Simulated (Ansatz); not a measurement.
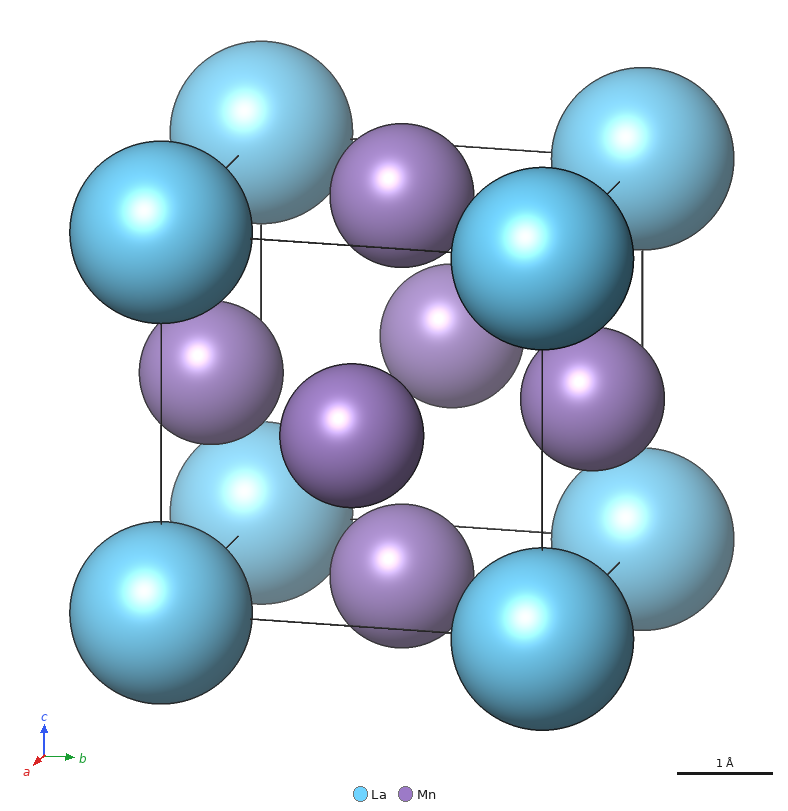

We look at a spheres-only model of the crystal slightly off an axis. The lines enclose the conventional unit cell; boundary atoms appear with their images.

LaMn₃, Cu₃Au (L1₂) type, space group Pm-3m (No. 221), a = 4.165 Å, b = 4.165 Å, c = 4.165 Å, α = 90.00°, β = 90.00°, γ = 90.00°. Starting structure: a structure type filled with these elements by a generator (whether the compound takes this form wasn't checked). The cell was then strained or its atoms displaced on purpose. It was run through Ansatz as a DFT input.

This one geometry was computed with Ansatz (DFT, plane waves, PAW) at five levels of theory: PBE, PBE with spin-orbit coupling, LDA, r2SCAN and PBEsol.

Which level gives the highest pressure at this volume, and what does that say about its equilibrium volume?

Highest: r2SCAN (3.3 GPa), which points to the largest equilibrium volume. Lowest, with the smallest volume: LDA (-9.1 GPa). Levels within 0.5 GPa of each other can't be told apart.

How does the band gap change with the level of theory?

All levels give a metal.

Collect the results in a table.

| level | cutoff (eV) | k-mesh of the run's cell | gap (eV) | pressure (GPa) | absolute moment (μB/atom) |
| --- | --- | --- | --- | --- | --- |
| PBE | 420 | 8×8×8 | metal | 0.0 | 2.55 |
| PBE with spin-orbit coupling | 420 | 8×8×8 | metal | 0.1 | 2.55 |
| LDA | 420 | 8×8×8 | metal | -9.1 | 2.47 |
| r2SCAN | 500 | 8×8×8 | metal | 3.3 | 2.86 |
| PBEsol | 420 | 8×8×8 | metal | -4.6 | 2.55 |

Gaps are taken on the k-mesh or band path of each run.
